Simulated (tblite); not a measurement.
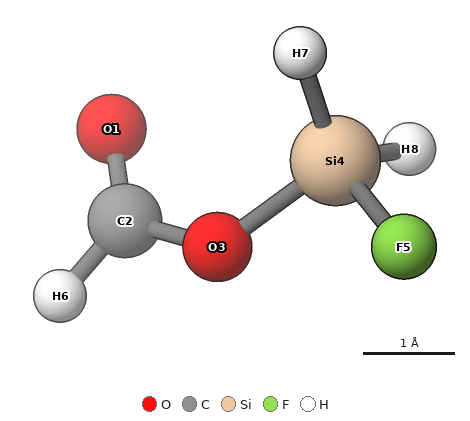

The structure as given in the input (ball-and-stick view, seen at a tilt; atoms are numbered from 1 in the order of the input). Bond lengths as drawn: C–H 1.10 Å, C–O 1.19 to 1.31 Å, F–Si 1.60 Å, H–Si 1.45 Å and O–Si 1.65 Å.

## CH$_{3}$FO$_{2}$Si: energy and gradient calculation

- system: CH$_{3}$FO$_{2}$Si, SMILES O=CO[SiH2]F
- method: GFN1-xTB, R-SCC (tblite 0.8.0)

The geometry comes from this level: GFN2-xTB.

Input (xtb_job.py)
```python
import json
import numpy as np
from tblite.interface import Calculator
from tblite.interface import symbols_to_numbers

symbols = list(map(str, np.loadtxt("molecule.xyz", skiprows=2, usecols=0, dtype=str, ndmin=1)))
numbers = np.array(symbols_to_numbers(symbols))
positions = np.loadtxt("molecule.xyz", skiprows=2, usecols=(1, 2, 3), ndmin=2) / 0.52917721

calc = Calculator("GFN1-xTB", numbers, positions, charge=0, uhf=0)
calc.set("accuracy", 0.1)
result = calc.singlepoint()

print(f"Total energy: {result.get('energy') * 627.5095:.8f} kcal/mol")
eps = np.atleast_2d(result.get("orbital-energies")) * 27.211386
occ = np.atleast_2d(result.get("orbital-occupations"))
filled = occ.sum(axis=0) if eps.shape[0] == 1 else occ[0]
homo = np.nonzero(filled > 0.5)[0].max()
print(f"HOMO {eps[0, homo]:.4f} eV")
if homo + 1 < eps.shape[1]:
    print(f"LUMO {eps[0, homo + 1]:.4f} eV, gap {eps[0, homo + 1] - eps[0, homo]:.4f} eV")
mu = result.get("dipole") * 2.541746
print(f"Dipole moment: {np.linalg.norm(mu):.4f} D, components " + " ".join(f"{c:.4f}" for c in mu))
q = result.get("charges")
g = result.get("gradient")
print("atom     charge      dE/dx        dE/dy        dE/dz   (Eh/bohr)")
for i, s in enumerate(symbols):
    print(f"{s:<2}{i + 1:<3} {q[i]:9.4f} {g[i, 0]:12.7f} {g[i, 1]:12.7f} {g[i, 2]:12.7f}")
print(f"gradient norm {np.linalg.norm(g):.6f} Eh/bohr")
out = {k: np.asarray(result.get(k)).tolist() for k in ("energy", "gradient", "charges", "dipole", "orbital-energies", "orbital-occupations")}
out.update(symbols=symbols, positions=(positions * 0.529177210903).tolist())
json.dump(out, open("results.json", "w"))
```

File molecule.xyz
```
8

O      0.477490     1.585480     1.181510
C     -0.558600     1.037320     0.963480
O     -0.722610     0.010050     0.161950
Si     0.446890    -0.760310    -0.719670
F     -0.454250    -1.909250    -1.364670
H     -1.520490     1.332850     1.416870
H      1.416480    -1.391830     0.149380
H      0.915080     0.095690    -1.788850
```

Hardware: 1 thread of Intel Xeon @ 2.50GHz (Skylake/Cascade Lake), 189 GiB of memory available, shared host.

Run as:
```bash
python xtb_job.py
```

Log
```
------------------------------------------------------------
  cycle        total energy    energy error   density error
------------------------------------------------------------
      1     -19.86491879401  -1.9985745E+01   6.6496284E-01
      2     -20.28485652761  -4.1993773E-01   3.1580004E-01
      3     -20.28652713241  -1.6706048E-03   1.6251951E-01
      4     -20.28649448821   3.2644200E-05   1.5979125E-02
      5     -20.28669749874  -2.0301053E-04   6.4102692E-03
      6     -20.28675559913  -5.8100388E-05   1.1759757E-03
      7     -20.28675583000  -2.3086810E-07   5.1355406E-04
      8     -20.28675624907  -4.1907727E-07   1.3250905E-04
      9     -20.28675628954  -4.0463256E-08   2.9373263E-05
     10     -20.28675629026  -7.1934636E-10   1.9592110E-05
     11     -20.28675629104  -7.8910034E-10   1.1251792E-06
------------------------------------------------------------

 total:                                   0.013 sec
Total energy: -12730.13229682 kcal/mol
HOMO -12.8386 eV
LUMO -7.6026 eV, gap 5.2360 eV
Dipole moment: 1.1339 D, components -1.0906 -0.2985 -0.0844
atom     charge      dE/dx        dE/dy        dE/dz   (Eh/bohr)
O 1     -0.4973   -0.0068341    0.0003648    0.0018158
C 2      0.5948    0.0134552   -0.0110262   -0.0117319
O 3     -0.3745   -0.0101029    0.0029745    0.0045623
Si4      0.5273    0.0061402    0.0135529    0.0091816
F 5     -0.2251   -0.0095068   -0.0031146    0.0002105
H 6      0.0291    0.0030202   -0.0035596   -0.0035894
H 7     -0.0267    0.0027905   -0.0021213    0.0029309
H 8     -0.0276    0.0010376    0.0029294   -0.0033798
gradient norm 0.033235 Eh/bohr
```

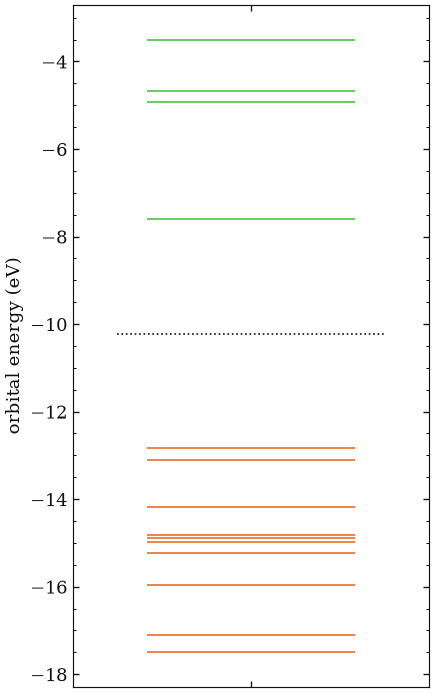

Orbital energies near the frontier; the dotted line parts filled from empty levels, and levels within 0.02 eV of each other stand side by side. Highest filled −12.84 eV, lowest empty −7.60 eV, 5.24 eV apart.

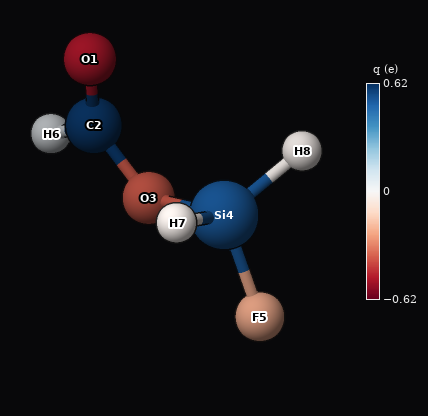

Mulliken charges, as the colour of each atom (ball-and-stick view, seen at a tilt; atoms are numbered from 1 in the order of the input). By element: O −0.50 to −0.37, C +0.59, Si +0.53, F −0.23 and H −0.03 to +0.03 e.

Key numbers

- outcome: converged
- total energy: −20.286756 hartree
- basis functions: 31
- largest force: 1.079 eV/Å
- HOMO: −12.84 eV
- LUMO: −7.60 eV
- dipole moment: 1.13 D
- wall time: 0.77 s
- peak memory: 0.066 GiB
